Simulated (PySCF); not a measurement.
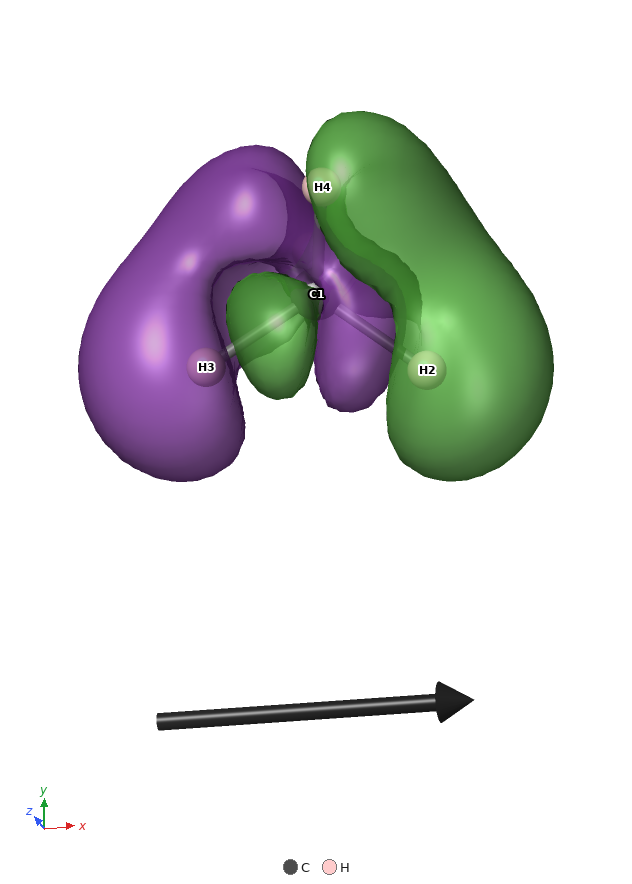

Figure 1: CH$_{4}$, SMILES `C`. Change of the electron density in a uniform field of 0.21 V/Å along +x (arrow), surfaces at ±0.001 e/Å³ (purple: gain, green: loss).

Level of theory: PBE/def2-TZVP (PySCF), at a geometry from GFN2-xTB. No frequency check shows the geometry to be a minimum. A basis without diffuse functions makes polarisabilities too small.

Geometry (Å), atoms numbered from 1:

```
C1      -0.0000   -0.0001    0.0000
H2       0.8492   -0.6249   -0.2443
H3      -0.8493   -0.6247    0.2443
H4       0.2444    0.6249    0.8490
H5      -0.2443    0.6249   -0.8490
```

Question: How large is the response?

Answer: The induced dipole is 0.15 D (along the field); α along this axis, from the fields in both directions, is 15 bohr³ (2.3 Å³).

Question: Which atoms gain and lose the most charge?

Answer: Electrons gather most on H3 (Hirshfeld charge changes by −0.007 e) and leave H2 most (+0.007 e); 0.019 electrons are displaced in all.
